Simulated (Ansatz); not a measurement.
**Sn3C2: a trial structure relaxed**

Where does Sn3C2 go from the start given, tetradymite type (R-3m, No. 166)?

Method: DFT PBE, scalar-relativistic, plane waves, PAW, in Ansatz 0.2.0.

## Step 1: The starting structure

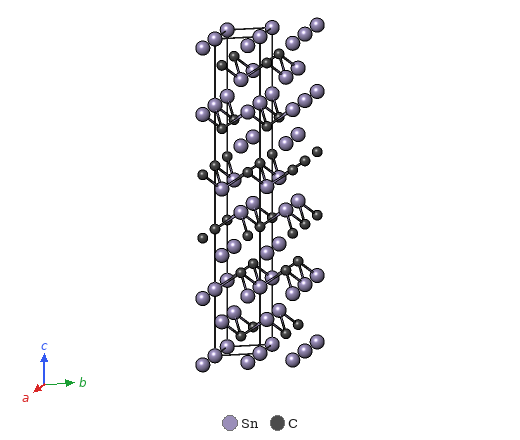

The starting structure, seen slightly off an axis (tin purple, carbon dark grey). 2×2×1 cells are drawn. Atoms on the faces are drawn again on the opposite ones. The cell drawn here is the conventional one.

As a file:

```
CELL_PARAMETERS angstrom
1.79976 1.03909 8.34278
-1.79976 1.03909 8.34278
0.00000 -2.07818 8.34278
ATOMIC_POSITIONS crystal
Sn 0.00000 0.00000 0.00000
Sn 0.20950 0.20950 0.20950
Sn 0.79050 0.79050 0.79050
C 0.40000 0.40000 0.40000
C 0.60000 0.60000 0.60000
```

## Step 2: A first look at the start

Input file input.yaml:

```yaml
crystal:
  lattice:
    - [1.799756327, 1.0390897998, 8.3427835121]
    - [-1.799756327, 1.0390897998, 8.3427835121]
    - [0.0, -2.0781795997, 8.3427835121]
  atoms:
    - { symbol: Sn, position: [0.0, 0.0, 0.0] }
    - { symbol: Sn, position: [0.2095, 0.2095, 0.2095] }
    - { symbol: Sn, position: [0.7905, 0.7905, 0.7905] }
    - { symbol: C, position: [0.4, 0.4, 0.4] }
    - { symbol: C, position: [0.6, 0.6, 0.6] }
basis:
  ecutwfc: 420
kpoints:
  mp_grid: { grid: [6, 6, 6] }
hamiltonian:
  xc: pbe
scf:
  occupations: { method: gaussian, width: 0.1 }
  lower_state_search: "off"
output:
  forces: true
  stress: true
  eigenvalues: true
```

Started as:

```bash
$ ansatz run input.yaml --threads 1 --pin off --max-ram 2560MiB --backend cpu --events-out ev --progress --plain --runs-dir out
```

Standard output (excerpt; [...] marks lines left out):

```text
[...]
SCF converged after 7 iterations
Free energy (F): -18568.096676 eV
[...]
E sigma→0 (E₀):  -18568.088974 eV
Entropy (-TS):   -0.015405 eV (-3.081 meV/atom)
Fermi energy:    10.742965 eV
[...]
--- Forces (eV/Å), atoms counted from 1 ---
  atom   1  Sn     0.00000000     0.00000000    -0.00000000
  atom   2  Sn     0.00000000    -0.00000000     3.36442642
  atom   3  Sn     0.00000000     0.00000000    -3.36442642
  atom   4  C      0.00000000    -0.00000000     0.60053242
  atom   5  C     -0.00000000     0.00000000    -0.60053242
[...]
--- Stress (GPa, compression-positive) ---
       -5.072361       0.000000       0.000000
        0.000000      -5.072361       0.000000
        0.000000       0.000000     -14.160815
  P = ⅓ Tr σ = -8.1018 GPa (-81.018 kbar)
--- Band table (eV; the first three rows and the last of 32) ---
[...]
```

Wall time 6 s (1 thread of Intel Xeon at 2.70GHz, shared host); peak memory 0.4 GiB.

The probe gives pressure -8.1 GPa, largest force 3.36 eV/Å, gap on this mesh none (metal). With stress or forces this large, a rough relaxation on a coarse mesh goes ahead of the careful one.

## Step 3: Rough relaxation on the coarse mesh

Changes to input.yaml since step 2:

```diff
@@ -24 +24,6 @@
   eigenvalues: true
+relax:
+  adjacent_minimum: "off"
+  f_tol: 0.04
+  max_steps: 70
+  cell: { stress_tol: 0.4 }
```

Started as:

```bash
$ ansatz run input.yaml --threads 1 --pin off --max-ram 2560MiB --backend cpu --events-out ev --progress --plain --runs-dir out
```

Standard output:

```text
Warning: RAYON_NUM_THREADS=1 ignored (pool sized by the plan → 1); use --threads N
basis.fft_grid_basis auto: the FFT boxes are laid along the combinations [[1, 0, -1], [0, 1, -1], [0, 0, 1]] of the cell's own vectors, 3.600, 3.600 and 8.598 Å long. The dense box has 25×25×60 points. Along the cell's own vectors, as sized, it would have 60×60×60, 5.76 times as many. Of the 12 symmetry operations that the crystal satisfies within crystal.symmetry.tolerance (time reversal apart; of a slab, those that keep its plane) the dense box along the cell's own vectors carries 12, and the one as laid loses 8 of those. basis.fft_grid_basis: typed keeps the cell's own vectors: state it where this run's energies or levels are differenced outside the engine with another run's, or held beside a run that keeps those vectors.
Engine: ansatz 0.2.0, x86_64-unknown-linux-gnu
Pseudopotentials: kind: paw
Pseudopotential: Sn, paw, valence charge 14, recommended cutoff 420 eV (normal), Sn.paw.azcp
Pseudopotential: C, paw, valence charge 4, recommended cutoff 420 eV (normal), C.paw.azcp
Functional definition: PBE
  parameter kappa = 0.804
  parameter beta = 0.06672455060314922
  exchange = pbe_x(kappa = kappa, mu = beta*pi^2/3)
  correlation = pbe_c(beta = beta)
Crystal: 5 atoms, lattice volume = 93.611 Å³
Basis set: ecut = 420 eV, 1803 PW (Γ), FFT grids on a1−a3, a2−a3, a3, exchange–correlation on 50×50×120 points (8 copies of the dense FFT grid, shifted against one another)
Bands: 30, of which v1, the nominal top of the filled ones, is band 25 counted from 1 (24 counted from 0)
Symmetry: 12 space group operations
Space group: R-3m (ITA 166), of the structure as read, at distance tolerance 4.5e-5 Å
k-points: 32 of 216
Non-local potential: Sn, projectors of the file, l = 0: 2, l = 1: 2, l = 2: 2, l = 3: 2
Non-local potential: C, projectors of the file, l = 0: 2, l = 1: 2, l = 2: 1
PAW form: soft (Blöchl's): semilocal exchange-correlation on the pseudo side does not see the compensation charge
PAW one-centre angular grid: Sn, 590 points (default); XC on 64 Gauss nodes
PAW one-centre angular grid: C, 110 points (default); XC on 64 Gauss nodes
Initial density: superposition of atomic densities (neutral atoms: chi_scale 0, normalization atom), corrected by the library's trained network
Initial wavefunctions: pseudopotential atomic-orbital guess
Functional: x = pbe(κ = 0.804, μ = 0.2195149727645171), c = pbe(β = 0.06672455060314922)
SCF iter   1: F=—  HF=-18568.101768 eV  |F-HF|=—  |Δ(HF+E_count)|=         —  Δρ=3.60e-3  dr2=2.11e-2  ethr=1.77e-3  ⟨swp⟩=6.2  Hψ=4251  notcnv=0
preconditioner: auto → Kerker (q_TF=auto, 2.458 Å⁻¹)  [metal: Δε(μ)=0.019 eV  Ē_g=17.364 eV  σ=0.100 eV  W_gap=0.10  n_scr=30 (ndim 8)  ℏωp=27.1 eV  f_vac=0.000  D(μ)=2.79/eV (n_scr^D=24)]
SCF iter   2: F=—  HF=-18568.097397 eV  |F-HF|=—  |Δ(HF+E_count)|=   4.37e-3  Δρ=1.58e-3  dr2=4.66e-3  ethr=4.22e-5  ⟨swp⟩=1.9  Hψ=1863  notcnv=0
SCF iter   3: F=—  HF=-18568.096768 eV  |F-HF|=—  |Δ(HF+E_count)|=   6.29e-4  Δρ=5.65e-4  dr2=2.43e-4  ethr=9.33e-6  ⟨swp⟩=2.8  Hψ=1699  notcnv=0
SCF iter   4: F=—  HF=-18568.096687 eV  |F-HF|=—  |Δ(HF+E_count)|=   8.12e-5  Δρ=2.62e-4  dr2=8.10e-5  ethr=4.86e-7  ⟨swp⟩=2.0  Hψ=1425  notcnv=0
SCF iter   5: F=—  HF=-18568.096679 eV  |F-HF|=—  |Δ(HF+E_count)|=   7.69e-6  Δρ=9.99e-5  dr2=6.63e-6  ethr=1.62e-7  ⟨swp⟩=2.0  Hψ=1740  notcnv=0
SCF iter   6: F=—  HF=-18568.096676 eV  |F-HF|=—  |Δ(HF+E_count)|=   2.66e-6  Δρ=1.42e-5  dr2=2.30e-7  ethr=1.33e-8  ⟨swp⟩=2.0  Hψ=1658  notcnv=0
SCF iter   7: F=-18568.096676 eV  HF=-18568.096676 eV  |F-HF|=4.15e-10  |Δ(HF+E_count)|=   7.26e-8  Δρ=3.12e-6  dr2=1.15e-8  ethr=2.00e-10  ⟨swp⟩=7.6  Hψ=3872  notcnv=0
SCF 1 converged in 7 iterations: F = -18568.096676 eV  dr2 = 1.15e-8
relax step   1: F+E_penalty+E_count = -18568.09667642 eV  Δ(F+E_penalty+E_count) = +0.000e0 eV  max|allowed force component| = 3.364e0 eV/Å  Δτ_max = 0.0000 Å  P = -8.102 GPa  Ω = 93.611 Å³  (7 SCF iters, dr2 threshold 1.00e-7 eV, accepted)
Crystal: 5 atoms, lattice volume = 90.272 Å³
Basis set: ecut = 420 eV, 1761 PW (Γ), FFT grids on a1−a3, a2−a3, a3, exchange–correlation on 50×50×120 points (8 copies of the dense FFT grid, shifted against one another)
Initial density: handed on by an earlier stage of this run
Initial wavefunctions: those handed on with the density
iter 1 solved again at ethr=7.17e-4 eV; its pass at ethr=3.10e-3 eV (dr2=3.58e-1 eV) is discarded
SCF iter   1: F=—  HF=-18569.269866 eV  |F-HF|=—  |Δ(HF+E_count)|=         —  Δρ=1.62e-2  dr2=3.60e-1  ethr=7.17e-4  ⟨swp⟩=1.0  Hψ=5397  notcnv=0
preconditioner: auto → Kerker (q_TF=auto, 2.472 Å⁻¹)  [metal: Δε(μ)=0.084 eV  Ē_g=17.692 eV  σ=0.100 eV  W_gap=0.44  n_scr=30 (ndim 8)  ℏωp=27.6 eV  f_vac=0.000  D(μ)=1.38/eV (n_scr^D=4)]
SCF iter   2: F=—  HF=-18569.201477 eV  |F-HF|=—  |Δ(HF+E_count)|=   6.84e-2  Δρ=5.77e-3  dr2=3.86e-2  ethr=7.17e-4  ⟨swp⟩=2.0  Hψ=1285  notcnv=0
SCF iter   3: F=—  HF=-18569.195702 eV  |F-HF|=—  |Δ(HF+E_count)|=   5.77e-3  Δρ=2.09e-3  dr2=4.70e-3  ethr=7.72e-5  ⟨swp⟩=2.0  Hψ=1125  notcnv=0
SCF iter   4: F=—  HF=-18569.195630 eV  |F-HF|=—  |Δ(HF+E_count)|=   7.18e-5  Δρ=3.57e-4  dr2=3.15e-4  ethr=9.39e-6  ⟨swp⟩=1.4  Hψ=1032  notcnv=0
SCF iter   5: F=—  HF=-18569.195619 eV  |F-HF|=—  |Δ(HF+E_count)|=   1.04e-5  Δρ=1.46e-4  dr2=4.57e-5  ethr=6.29e-7  ⟨swp⟩=2.8  Hψ=1614  notcnv=0
SCF iter   6: F=—  HF=-18569.195620 eV  |F-HF|=—  |Δ(HF+E_count)|=   1.06e-7  Δρ=4.01e-5  dr2=3.81e-6  ethr=9.13e-8  ⟨swp⟩=2.5  Hψ=1366  notcnv=0
SCF iter   7: F=-18569.195620 eV  HF=-18569.195620 eV  |F-HF|=2.30e-8  |Δ(HF+E_count)|=   7.56e-8  Δρ=1.01e-5  dr2=1.56e-7  ethr=1.00e-9  ⟨swp⟩=7.4  Hψ=4554  notcnv=0
SCF 2 converged in 7 iterations: F = -18569.195620 eV  dr2 = 1.56e-7
relax step   2: F+E_penalty+E_count = -18569.19561964 eV  Δ(F+E_penalty+E_count) = -1.099e0 eV  max|allowed force component| = 1.142e0 eV/Å  Δτ_max = 0.1949 Å  P = -5.449 GPa  Ω = 90.272 Å³  energy of the carried Pulay correction = +3.063e-3 eV  (7 SCF iters, dr2 threshold 5.00e-7 eV, accepted)
Crystal: 5 atoms, lattice volume = 84.737 Å³
Basis set: ecut = 420 eV, 1641 PW (Γ), FFT grids on a1−a3, a2−a3, a3, exchange–correlation on 50×50×120 points (8 copies of the dense FFT grid, shifted against one another)
iter 1 solved again at ethr=3.56e-4 eV; its pass at ethr=3.10e-3 eV (dr2=1.78e-1 eV) is discarded
SCF iter   1: F=—  HF=-18569.378286 eV  |F-HF|=—  |Δ(HF+E_count)|=         —  Δρ=1.27e-2  dr2=1.82e-1  ethr=3.56e-4  ⟨swp⟩=1.0  Hψ=5293  notcnv=0
preconditioner: auto → Kerker (q_TF=auto, 2.499 Å⁻¹)  [metal: Δε(μ)=0.077 eV  Ē_g=18.004 eV  σ=0.100 eV  W_gap=0.37  n_scr=30 (ndim 8)  ℏωp=28.5 eV  f_vac=0.000  D(μ)=1.34/eV (n_scr^D=4)]
SCF iter   2: F=—  HF=-18569.337868 eV  |F-HF|=—  |Δ(HF+E_count)|=   4.04e-2  Δρ=4.33e-3  dr2=1.75e-2  ethr=3.56e-4  ⟨swp⟩=2.0  Hψ=1317  notcnv=0
SCF iter   3: F=—  HF=-18569.334279 eV  |F-HF|=—  |Δ(HF+E_count)|=   3.59e-3  Δρ=1.45e-3  dr2=1.60e-3  ethr=3.50e-5  ⟨swp⟩=2.0  Hψ=1201  notcnv=0
SCF iter   4: F=—  HF=-18569.334345 eV  |F-HF|=—  |Δ(HF+E_count)|=   6.56e-5  Δρ=2.46e-4  dr2=9.52e-5  ethr=3.20e-6  ⟨swp⟩=1.4  Hψ=1046  notcnv=0
SCF iter   5: F=—  HF=-18569.334351 eV  |F-HF|=—  |Δ(HF+E_count)|=   6.38e-6  Δρ=9.35e-5  dr2=7.59e-6  ethr=1.90e-7  ⟨swp⟩=2.6  Hψ=1567  notcnv=0
SCF iter   6: F=—  HF=-18569.334352 eV  |F-HF|=—  |Δ(HF+E_count)|=   1.18e-6  Δρ=2.25e-5  dr2=8.83e-7  ethr=1.52e-8  ⟨swp⟩=2.2  Hψ=1536  notcnv=0
SCF iter   7: F=-18569.334352 eV  HF=-18569.334352 eV  |F-HF|=3.73e-8  |Δ(HF+E_count)|=   3.88e-8  Δρ=5.22e-6  dr2=7.40e-8  ethr=1.00e-9  ⟨swp⟩=6.2  Hψ=3846  notcnv=0
SCF 3 converged in 7 iterations: F = -18569.334352 eV  dr2 = 7.40e-8
relax step   3: F+E_penalty+E_count = -18569.33435209 eV  Δ(F+E_penalty+E_count) = -1.387e-1 eV  max|allowed force component| = 4.960e-1 eV/Å  Δτ_max = 0.1014 Å  P = +2.516 GPa  Ω = 84.737 Å³  energy of the carried Pulay correction = +8.391e-3 eV  (7 SCF iters, dr2 threshold 5.00e-7 eV, accepted)
[... 11 lines left out ...]
relax step   4: F+E_penalty+E_count = -18569.36639441 eV  Δ(F+E_penalty+E_count) = -3.204e-2 eV  max|allowed force component| = 1.027e-1 eV/Å  Δτ_max = 0.0504 Å  P = +0.091 GPa  Ω = 85.927 Å³  energy of the carried Pulay correction = +7.218e-3 eV  (6 SCF iters, dr2 threshold 5.00e-7 eV, accepted)
[... 10 lines left out ...]
relax step   5: F+E_penalty+E_count = -18569.37521146 eV  Δ(F+E_penalty+E_count) = -8.817e-3 eV  max|allowed force component| = 8.992e-2 eV/Å  Δτ_max = 0.0055 Å  P = -0.134 GPa  Ω = 86.075 Å³  energy of the carried Pulay correction = +7.074e-3 eV  (5 SCF iters, dr2 threshold 5.00e-7 eV, accepted)
[... 11 lines left out ...]
relax step   6: F+E_penalty+E_count = -18569.37931412 eV  Δ(F+E_penalty+E_count) = -4.103e-3 eV  max|allowed force component| = 5.014e-3 eV/Å  Δτ_max = 0.0358 Å  P = +0.104 GPa  Ω = 85.633 Å³  energy of the carried Pulay correction = +7.507e-3 eV  (6 SCF iters, dr2 threshold 5.00e-7 eV, accepted)
Basis set: ecut = 420 eV, 1647 PW (Γ), FFT grids on a1−a3, a2−a3, a3, exchange–correlation on 48×48×120 points (8 copies of the dense FFT grid, shifted against one another)
Initial wavefunctions: pseudopotential atomic-orbital guess (no wavefunctions were taken with the density)
iter 1 solved again at ethr=3.00e-7 eV; its pass at ethr=3.10e-3 eV (dr2=1.50e-4 eV) is discarded
SCF iter   1: F=—  HF=-18569.373075 eV  |F-HF|=—  |Δ(HF+E_count)|=         —  Δρ=1.97e-4  dr2=5.65e-6  ethr=3.00e-7  ⟨swp⟩=2.9  Hψ=6381  notcnv=0
preconditioner: auto → Resta (q_TF=auto, 2.494 Å⁻¹)  ε∞=3.5  [insulator: Δε(μ)=0.121 eV  Ē_g=17.963 eV  σ=0.100 eV  W_gap=0.59  n_scr=30 (ndim 8)  ℏωp=28.4 eV  f_vac=0.000  D(μ)=1.32/eV (n_scr^D=4)  ε∞_Penn≈3.5]
SCF iter   2: F=—  HF=-18569.373089 eV  |F-HF|=—  |Δ(HF+E_count)|=   1.41e-5  Δρ=1.01e-4  dr2=1.12e-6  ethr=1.13e-8  ⟨swp⟩=2.9  Hψ=1733  notcnv=0
SCF iter   3: F=—  HF=-18569.373097 eV  |F-HF|=—  |Δ(HF+E_count)|=   7.36e-6  Δρ=1.86e-5  dr2=5.07e-8  ethr=2.24e-9  ⟨swp⟩=2.0  Hψ=1279  notcnv=0
iter 4 did not close the SCF: its close was put off for the readings that it lacked (scf_convergence_deferred on its scf_iter line)
SCF iter   4: F=-18569.373097 eV  HF=-18569.373097 eV  |F-HF|=2.40e-9  |Δ(HF+E_count)|=   1.56e-7  Δρ=1.08e-6  dr2=2.75e-9  ethr=1.01e-10  ⟨swp⟩=2.0  Hψ=1280  notcnv=0
iter 5 did not close the SCF: its close was put off for the readings that it lacked (scf_convergence_deferred on its scf_iter line)
SCF iter   5: F=-18569.373097 eV  HF=-18569.373097 eV  |F-HF|=7.28e-12  |Δ(HF+E_count)|=  3.71e-10  Δρ=4.27e-7  dr2=1.08e-10  ethr=5.50e-12  ⟨swp⟩=3.0  Hψ=1619  notcnv=0
SCF iter   6: F=-18569.373097 eV  HF=-18569.373097 eV  |F-HF|=7.28e-12  |Δ(HF+E_count)|=  3.27e-11  Δρ=6.17e-8  dr2=3.33e-12  ethr=1.00e-12  ⟨swp⟩=2.1  Hψ=2313  notcnv=0
SCF 7 converged in 6 iterations: F = -18569.373097 eV  dr2 = 3.33e-12
relax step   7: F+E_penalty+E_count = -18569.37309686 eV  Δ(F+E_penalty+E_count) = +6.217e-3 eV  max|allowed force component| = 7.197e-3 eV/Å  Δτ_max = 0.0000 Å  P = +0.051 GPa  Ω = 85.633 Å³  stress off target by 9.61e-2 GPa  SCF on the basis re-selected at this cell (its energy is not comparable with the rows above)  (6 SCF iters)
basis re-selected at this cell: Δ(F+E_penalty+E_count) = +6.217e-3 eV, ΔP = -0.053 GPa vs the last step (what re-selecting the basis moved, of the pressure what is left beyond the Pulay correction that the steps carried, after the strain that the cell walked since its last selection, with what the two solves' SCF thresholds leave and, on support functions, any second-order correction that the steps lacked; it is no measure of the basis error at this ecutwfc). The dense FFT grid was sized anew with the basis: this SCF ran on 24×24×60 points, the steps before it on 25×25×60, so part of this shift can come from that change (see relax.cell in the input reference). This SCF's stress stands 9.61e-2 GPa from its target on what of the cell is left free (relax.cell.stress_tol is 4.00e-1 GPa) and its largest allowed force component is 7.20e-3 eV/Å (relax.f_tol is 4.00e-2 eV/Å): within both
SCF converged after 6 iterations
Free energy (F): -18569.373097 eV
Harris-Foulkes:  -18569.373097 eV  (|F-HF|=7.28e-12)
Internal energy: -18569.366511 eV  (E = F + TS)
E sigma→0 (E₀):  -18569.369804 eV
Entropy (-TS):   -0.006585 eV (-1.317 meV/atom)
Fermi energy:    12.442710 eV
--- Per-component energies (eV) ---
  E_band       = -141.849695
  E_kinetic    = 729.461266
  E_local      = -2386.919404  (includes V_loc(G=0)·N_el)
  E_nonlocal   = -41.819575
  E_hartree    = 1522.689381
  E_xc         = -1241.721706
  E_vxc        = -404.958804  (∫ρ·V_xc dr)
  E_paw        = -12609.798616  (= ΣΔE_a)
  E_vpaw       = -1082.991931  (= ΣTr[D̂ρ^β])
  E_aug_tail   = 0.000009  (compensation charges beyond the density's cutoff)
  E_ewald      = -4541.257867
  E_smearing   = -0.006585  (= −TS)
  E_closure    = 0.000000  (closes the sum)
  Σ components = -18569.373097   (vs F -18569.373097, Δ=0.00e0)
--- Forces (eV/Å), atoms counted from 1 ---
  atom   1  Sn    -0.00000000     0.00000000     0.00000000
  atom   2  Sn    -0.00000000     0.00000000    -0.00719702
  atom   3  Sn     0.00000000    -0.00000000     0.00719702
  atom   4  C      0.00000000    -0.00000000     0.00077924
  atom   5  C      0.00000000     0.00000000    -0.00077924
  max |Σ_I F_I| component: 1.39e-17 eV/Å
--- Stress (GPa, compression-positive) ---
        0.096141      -0.000000       0.000000
       -0.000000       0.096141       0.000000
        0.000000       0.000000      -0.040125
  P = ⅓ Tr σ = 0.0507 GPa (0.507 kbar)
--- Band table (eV; the first three rows and the last of 32) ---
  k-point 0: bands = ["-9.3948", "-9.3819", "-9.3819", "-9.3356", "-9.3356", "-9.2213", "-9.2213", "-9.2124", "-9.2124", "-9.2022", "-9.1867", "-9.1289", "-9.1289", "-9.1022", "-9.1022", "-1.7051", "-0.3730", "2.7149", "7.6700", "7.7484", "11.4070", "11.4070", "11.5518", "11.5518", "13.3550", "13.8206", "15.7747", "16.6986", "16.6986", "16.8896"]
  k-point 1: bands = ["-9.3962", "-9.3756", "-9.3589", "-9.3565", "-9.3398", "-9.2400", "-9.2204", "-9.2066", "-9.1826", "-9.1815", "-9.1703", "-9.1445", "-9.1293", "-9.1093", "-9.0992", "-1.2754", "0.0307", "3.1932", "7.2680", "8.1419", "9.6114", "10.0903", "10.6950", "11.2905", "13.1547", "14.6669", "14.7547", "15.8229", "16.5842", "16.7614"]
  k-point 2: bands = ["-9.4206", "-9.4040", "-9.3580", "-9.3461", "-9.2979", "-9.2793", "-9.2335", "-9.1957", "-9.1831", "-9.1610", "-9.1264", "-9.1179", "-9.1130", "-9.0993", "-9.0971", "-0.0316", "1.1376", "4.6078", "5.2743", "6.6468", "9.2549", "9.8361", "9.9112", "10.2347", "10.5752", "12.9333", "14.1395", "15.8111", "16.3003", "16.5567"]
  k-point 31: bands = ["-9.3950", "-9.3798", "-9.3798", "-9.3380", "-9.3380", "-9.2277", "-9.2277", "-9.2026", "-9.2006", "-9.2006", "-9.1861", "-9.1427", "-9.1427", "-9.0936", "-9.0936", "-1.5286", "-0.7777", "4.2872", "4.5222", "11.1044", "11.3052", "11.4023", "11.4023", "11.5603", "11.5603", "13.9127", "16.2751", "16.2817", "16.2817", "17.5238"]
--- Relaxed structure (6 steps of the walk, 6 accepted, 1 SCFs on fresh bases) ---
  F+E_penalty+E_count = -18569.37309686 eV   max|allowed force component| = 7.197e-3 eV/Å   (the final SCF, on the basis selected at the relaxed cell)
  cell:  # Å, volume = 85.6332 Å³
    - [1.7531974682123672, 1.012209030198915, 8.04247674583683]
    - [-1.7531974682123672, 1.012209030198915, 8.04247674583683]
    - [-2.6614510315816404e-34, -2.02441806044603, 8.042476745830761]
  atoms:
    - { symbol: Sn, position: [4.64379275503707e-19, 4.643792755037073e-19, 4.643792754970896e-19] }
    - { symbol: Sn, position: [0.22113538646176487, 0.22113538646176487, 0.22113538646176487] }
    - { symbol: Sn, position: [0.7788646135382348, 0.7788646135382348, 0.7788646135382349] }
    - { symbol: C, position: [0.39671667630560503, 0.39671667630560503, 0.396716676305605] }
    - { symbol: C, position: [0.6032833236943946, 0.6032833236943946, 0.6032833236943947] }
```

Wall time 36 s (1 thread of Intel Xeon at 2.70GHz, shared host); peak memory 0.42 GiB.

Relaxation path:

| step | E - E(step 1) (eV/cell) | largest force component (eV/Å) | pressure (GPa) | volume (Å³) |
| --- | --- | --- | --- | --- |
| 1 | 0.0000 | 3.3644 | -8.10 | 93.61 |
| 2 | -1.0989 | 1.1415 | -5.45 | 90.27 |
| 3 | -1.2377 | 0.4960 | 2.52 | 84.74 |
| 4 | -1.2697 | 0.1027 | 0.09 | 85.93 |
| 5 | -1.2785 | 0.0899 | -0.13 | 86.07 |
| 6 | -1.2826 | 0.0050 | 0.10 | 85.63 |
| 7 | -1.2764 | 0.0072 | 0.05 | 85.63 |

Step 1 is the start. Step 7 repeats the geometry before it on a plane-wave basis chosen anew for that cell, so its energy need not be comparable with the rows above.

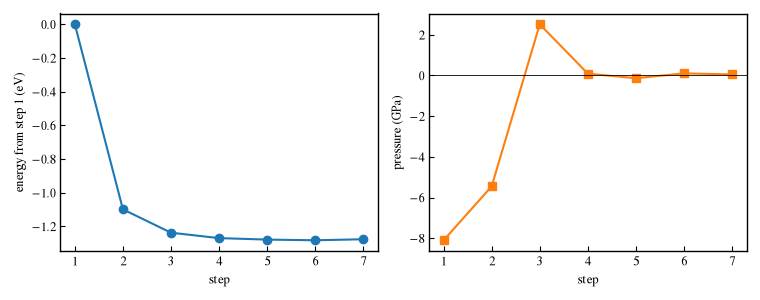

Energy and pressure along the relaxation.

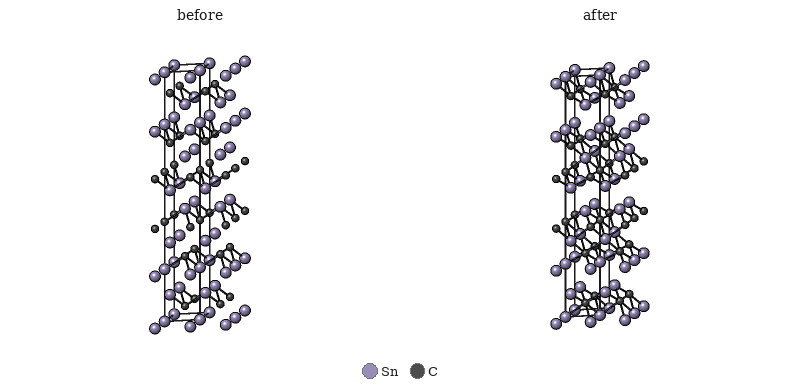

Before and after, at one scale.

Lengths and angles in the start's conventional setting:

|  | before | after | change |
| --- | --- | --- | --- |
| a (Å) | 3.600 | 3.506 | -2.6 % |
| b (Å) | 3.600 | 3.506 | -2.6 % |
| c (Å) | 25.028 | 24.127 | -3.6 % |
| volume (Å³/atom) | 18.72 | 17.13 | -8.5 % |
| shortest distance (Å) | 2.523 | 2.342 | -7.2 % |
| space group (0.01 Å) | R-3m | R-3m | same |

Forces and stress were held to the start's 12 operations: a distortion of lower symmetry was not tested.

[end of part 1 of 2]
